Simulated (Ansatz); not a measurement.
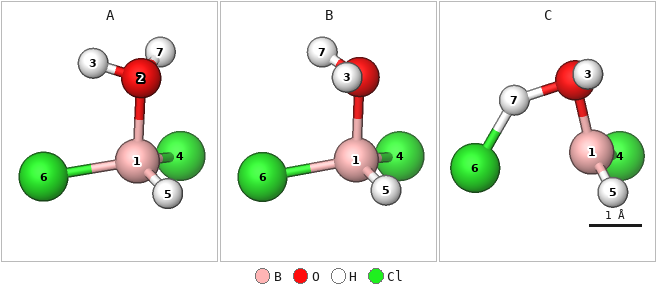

3 geometries from a converged minimum-energy path of BH$_{3}$OCl$_{2}$, shuffled. The picture is a ball-and-stick view, seen from a free direction.

Computed with RKS B3LYP-D4/cc-pVDZ (Ansatz 0.2.0). Set-up: 7 movable images; climbing image; force threshold 0.05 eV/Å; iteration limit 60; starting path through a guess of the saddle point.

Question: One of them is the converged climbing image. Which?

Answer: C. In order along the path, whose images run from 0 to 8: C (image 4, +1.05 eV), B (image 6, +0.35 eV), A (image 8, +0.29 eV). Breaking: Cl6–H7 (1.31 → 1.55 at the top → 3.31 Å). Forming: B1–Cl6 (4.29 → 2.28 at the top → 1.84 Å), O2–H7 (1.95 → 1.24 at the top → 0.98 Å).
